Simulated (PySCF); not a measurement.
**C7H11OP (SMILES CC(C)Pc1ccoc1): density, localisation and related maps**

Input file:

```
{"job": {"kind": "nmr", "xc": "PBE0", "basis": "pcSseg-1"}, "charge": 0, "multiplicity": 1}
C     -2.783240    -0.041736    -0.983721
C     -1.378584     0.288249    -0.488426
C     -1.311000     0.393152     1.026032
P     -0.177238    -0.942374    -1.246426
C      1.394376    -0.436318    -0.483955
C      2.261109     0.608977    -0.960311
C      3.343162     0.612885    -0.134589
O      3.221790    -0.347463     0.804500
C      2.046956    -0.972232     0.592941
H     -3.121881    -1.016861    -0.595572
H     -3.506152     0.715560    -0.639985
H     -2.830911    -0.083963    -2.082522
H     -1.071566     1.254738    -0.929249
H     -1.991176     1.178703     1.395673
H     -1.613281    -0.556955     1.497397
H     -0.295206     0.632805     1.373198
H     -0.447365    -2.022821    -0.348113
H      2.093058     1.260302    -1.815791
H      4.248730     1.212612    -0.093994
H      1.801031    -1.783009     1.274355
```

Command:

```sh
OMP_NUM_THREADS=1 python probes_run.py task.json out
```

Geometry: PBE0-D3(BJ)/def2-SVP.

Theory: PBE0/pcSseg-1, SCF density, gas phase, non-relativistic (PySCF).

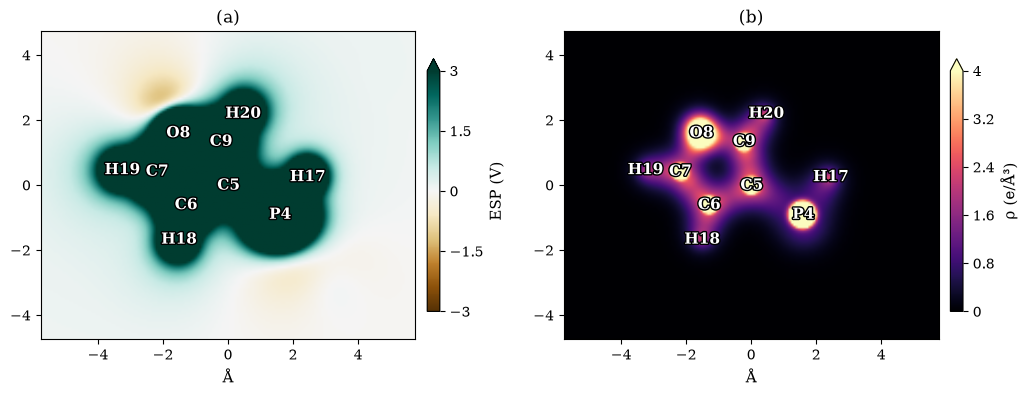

Figure 1. (a) electrostatic potential; (b) total electron density on the plane of atoms P4, C5 and C9.

What does the map show?

Answer.
- The plane passes through P, C, O and H nuclei.
- C–O (1.35 Å): ρ is about 2.4 e/Å³ halfway.
- C–C (1.36 Å): ρ at the midpoint is about 2.2 e/Å³.
- C–P (1.82 Å): ρ is about 1.1 e/Å³ halfway.
- C–H (1.09 Å): ρ is about 2.1 e/Å³ halfway.
- C–C (1.44 Å): ρ at the midpoint is about 1.9 e/Å³.
- Outside the dense part of the molecule the potential is most negative (−1.1 V) near O8.

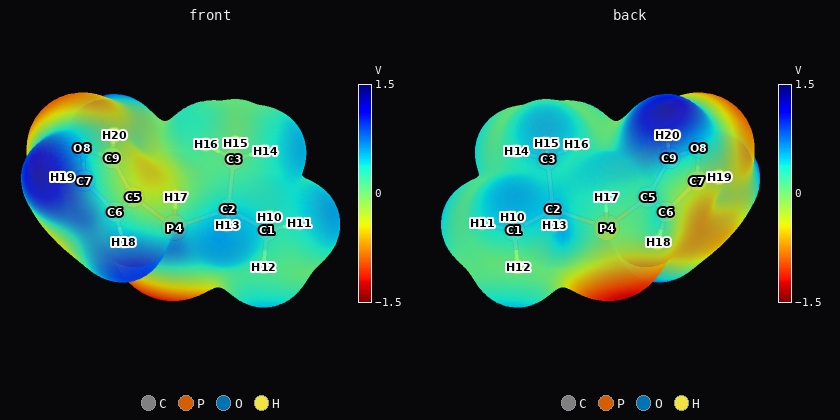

Figure 2. The molecular electrostatic potential painted on the density surface at 0.002 e/bohr³, seen from the front and from behind; the colour scale runs from red (negative) to blue (positive).

Describe the electrostatic potential map.

Answer. The most negative region (about −1.2 V, or −28 kcal/mol for a unit charge) lies over P4, the most positive (about +1.2 V, or +28 kcal/mol for a unit charge) over H19 and H20.
